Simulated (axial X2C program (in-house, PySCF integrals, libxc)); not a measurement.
# SnOH⁺: bond lengths and stretches, held linear

Aim: the two bond lengths and stretching wavenumbers of linear SnOH⁺, with and without spin–orbit coupling, at PBE0, HF, LDA, MP2.

Program: an in-house X2C program for linear molecules on PySCF integrals. Level of theory: all-electron X2C, two-component (2c) or spin-free, Sn dyall-v3z, O dyall-av3z, H dyall-v3z. These are calculated values, not measurements.

All values are calculated.

1 further run of the same task is left out (set aside as unsound or not needed).

### 1 The job

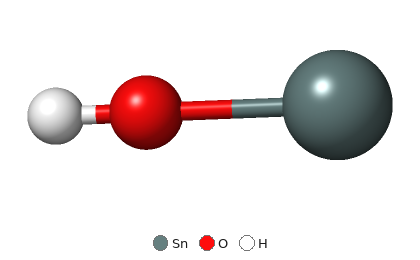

The atoms on one line, bonds 2.030 and 0.960 Å (tin teal, oxygen red, hydrogen white).

Input file task.json:

```json
{
 "zs": [
  50,
  8,
  1
 ],
 "q": 1,
 "bas": [
  "dyall-v3z",
  "dyall-av3z",
  "dyall-v3z"
 ],
 "r0": [
  2.03,
  0.96
 ],
 "symm": 0,
 "scan": [
  "PBE0",
  "HF",
  "LDA"
 ],
 "levels": [
  "PBE0",
  "HF",
  "B3LYP"
 ],
 "nst": 2
}
```

Keys: zs atomic numbers; q charge; bas basis sets; r0 starting distance in Å; symm equal bonds; scan levels of the two-bond scan (MP2 follows by itself at each HF point); levels methods; nst determinants followed.

Launch:

```sh
python solin.py task.json out
```

Masses Sn 119.902, O 15.995, H 1.008 u.

### 2 Scan at PBE0, 2c

State: Ω = 0 (all partner blocks equally filled). Energies above the lowest point, from the job's result record:

| r(Sn–O) (Å) | r(O–H) (Å) | E (meV) |
| --- | --- | --- |
| 1.8242 | 0.9370 | 51.49 |
| 1.8242 | 0.9610 | 36.33 |
| 1.8242 | 0.9850 | 51.31 |
| 1.8710 | 0.9370 | 15.20 |
| 1.8710 | 0.9610 | 0.00 |
| 1.8710 | 0.9850 | 14.98 |
| 1.8710 | 1.0091 | 55.69 |
| 1.9178 | 0.9370 | 48.52 |
| 1.9178 | 0.9610 | 33.23 |
| 1.9178 | 0.9850 | 48.13 |
| 1.9646 | 0.9610 | 121.04 |
| 1.9646 | 1.0091 | 176.36 |

A quadratic surface with cubic terms in each bond gives the minimum at 1.870 and 0.960 Å, force constants 5.1, 8.42 and coupling -0.01 mdyn/Å.

### 3 Scan at HF, 2c

State: Ω = 0 (all partner blocks equally filled). Energies above the lowest point, from the job's result record:

```csv
r(Sn–O) (Å),r(O–H) (Å),E (meV)
1.8242,0.9370,10.87
1.8242,0.9610,21.22
1.8242,0.9850,61.97
1.8710,0.9370,0.00
1.8710,0.9610,10.33
1.8710,0.9850,51.07
1.8710,1.0091,117.86
1.9178,0.9370,60.92
1.9178,0.9610,71.19
1.9178,0.9850,111.89
1.9646,0.9610,188.34
1.9646,1.0091,295.65
```

A quadratic surface with cubic terms in each bond gives the minimum at 1.854 and 0.941 Å, force constants 5.67, 9.51 and coupling -0.01 mdyn/Å.

### 4 Scan at LDA, 2c

State: Ω = 0 (all partner blocks equally filled). Energies above the lowest point, from the job's result record:

```csv
r(Sn–O) (Å),r(O–H) (Å),E (meV)
1.8242,0.9370,68.22
1.8242,0.9610,34.71
1.8242,0.9850,31.63
1.8710,0.9370,36.59
1.8710,0.9610,3.06
1.8710,0.9850,0.00
1.8710,1.0091,22.91
1.9178,0.9370,72.11
1.9178,0.9610,38.49
1.9178,0.9850,35.37
1.9646,0.9610,126.31
1.9646,1.0091,145.82
```

A quadratic surface with cubic terms in each bond gives the minimum at 1.868 and 0.975 Å, force constants 4.97, 7.7 and coupling -0.01 mdyn/Å.

### 5 The levels side by side

| level | r(Sn–O) (Å) | r(O–H) (Å) | lower stretch (cm⁻¹) | upper stretch (cm⁻¹) |
| --- | --- | --- | --- | --- |
| PBE0, 2c | 1.870 | 0.960 | 761.7 | 3886.2 |
| HF, 2c | 1.854 | 0.941 | 802.8 | 4131.8 |
| LDA, 2c | 1.868 | 0.975 | 752.0 | 3717.2 |
| MP2, 2c | 1.865 | 0.963 | 772.3 | 3853.0 |
| PBE0, spin-free | 1.870 | 0.960 | 761.9 | 3886.2 |
| HF, spin-free | 1.853 | 0.941 | 802.6 | 4131.7 |
| LDA, spin-free | 1.868 | 0.975 | 752.4 | 3717.2 |
| MP2, spin-free | 1.865 | 0.963 | 772.4 | 3852.7 |

Scans not shown above were run alike.

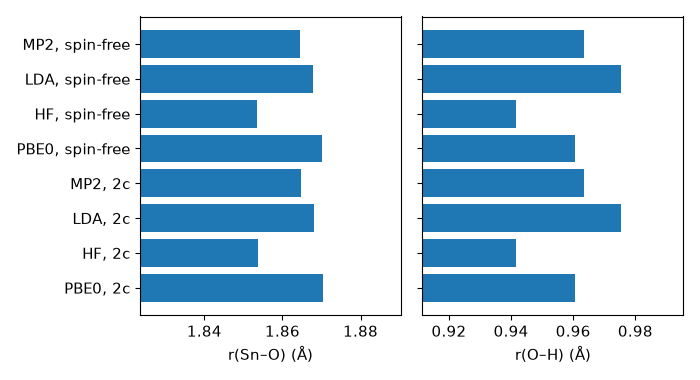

The two bond lengths by level.

In words: Over the levels the Sn–O bond spans 1.853 to 1.870 Å and the O–H bond 0.941 to 0.975 Å. At PBE0 spin–orbit coupling leaves both bonds unchanged to 0.001 Å. Each state is one determinant, the lowest of a limited PBE0 search; the stretches come from a fit to few points and are good to some per cent at best. MP2 freezes inner shells (threshold -2 hartree). The molecule was held linear; bending was not examined, so a bent shape may lie lower.
